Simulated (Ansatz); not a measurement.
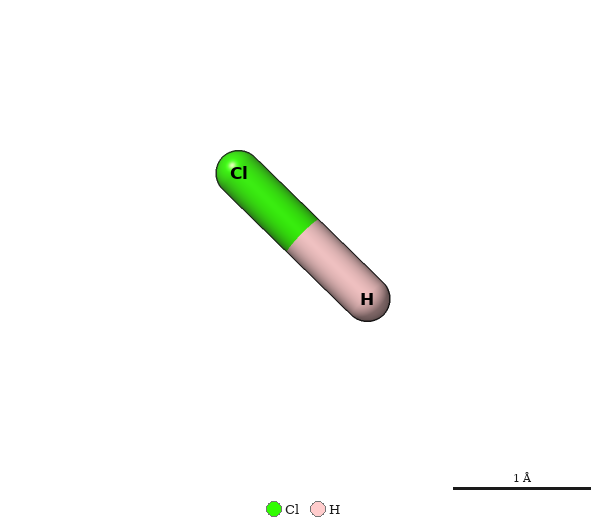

Starting geometry of the run.

Ansatz 0.2.0 input:

```yaml
crystal:
  periodic: [false, false, false]
  atoms:
    - {symbol: Cl, position_ang: [0.564123, -0.184387, 0.290098]}
    - {symbol: H, position_ang: [-0.564123, 0.184387, -0.290098]}
basis:
  gaussian: {orbitals: 6-31G}
total_charge: 2
hamiltonian: {xc: {name: SVWN5}}
output: {forces: true}
```

Command:

```sh
ansatz run in.yaml --threads 2 --pin off --events-out ev --progress --plain --max-ram 32768MiB --backend cpu
```

Result:

```
Functional definition: SVWN5
  name "SVWN5"
  cite "Dirac, Proc. Camb. Phil. Soc. 26, 376 (1930) doi:10.1017/S0305004100016108"
  cite "Slater, Phys. Rev. 81, 385 (1951) doi:10.1103/PhysRev.81.385"
  cite "Vosko, Wilk & Nusair, Can. J. Phys. 58, 1200 (1980) doi:10.1139/p80-159"
  exchange = slater_x
  correlation = vwn5_c
172 factors; integrals over basis functions are off by at most 3.5e-4 eV
mean field evaluation 1: about -12457.0225 eV, gradient 2.2e1 eV
mean field evaluation 2: about -12457.8127 eV, gradient 1.6e1 eV
mean field evaluation 4: about -12458.5805 eV, gradient 2.4e0 eV
mean field evaluation 8: about -12458.5917 eV, gradient 1.5e0 eV
mean field evaluation 16: about -12457.0225 eV, gradient 2.2e1 eV
mean field evaluation 32: about -12451.0515 eV, gradient 9.6e0 eV
mean field -12458.59061959 eV, -457.8447605341 hartree, gradient 1.4e-5 eV, S^2 0.000000; 1 other end points of the search recorded, 0 dependent functions left out
the calculation of the forces begins
reference -12458.59063444 eV, -457.8447610797 hartree; 8, 8 occupied and 7, 7 virtual orbitals, 172 factors
Total energy: -12458.59063444 eV, -457.8447610797 hartree
Atom 0 at     0.564123    -0.184387     0.290098 Å, force     3.174741    -1.037683     1.632598 eV/Å
Atom 1 at    -0.564123     0.184387    -0.290098 Å, force    -3.174741     1.037683    -1.632598 eV/Å
Dipole moment:    -0.470246     0.153703    -0.241822 e Å
```

Self-consistency was reached.
